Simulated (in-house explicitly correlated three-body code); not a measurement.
Two electrons around a point charge Z = 4.2. Computed variationally in 260 exponentially correlated functions with an in-house code, non-relativistic, converged to about 10⁻⁷ hartree. The exact exchange and correlation energies are −2402 and −44.38 millihartree. Wanted, and plotted below: the errors of BP86, LDA (VWN5), OLYP, PBE, PBEsol, PW91, SCAN and revTPSS, evaluated on the exact density.

By the size of the summed error (millihartree): SCAN −1.7, OLYP +3.9, BP86 +7.9, revTPSS −8.6, PW91 +25, PBE +40, PBEsol +131, LDA (VWN5) +228. Errors of exchange and correlation cancel by a quarter or more for SCAN (−4.3 and +2.6), OLYP (+8.8 and −4.8), BP86 (+13 and −5.1), PW91 (+34 and −9.6) and LDA (VWN5) (+338 and −110).

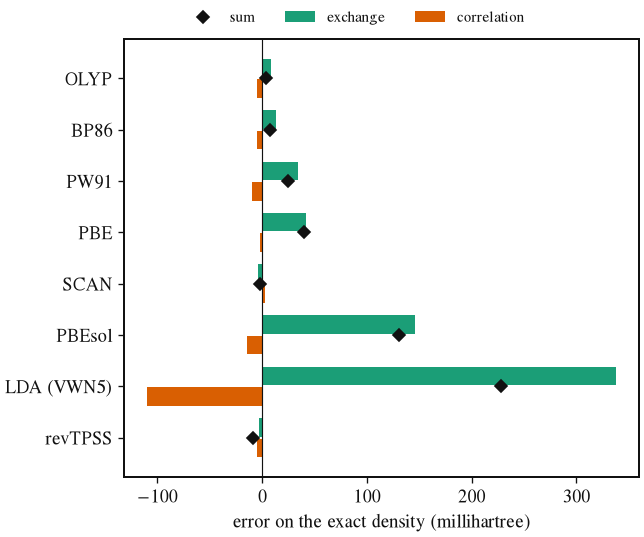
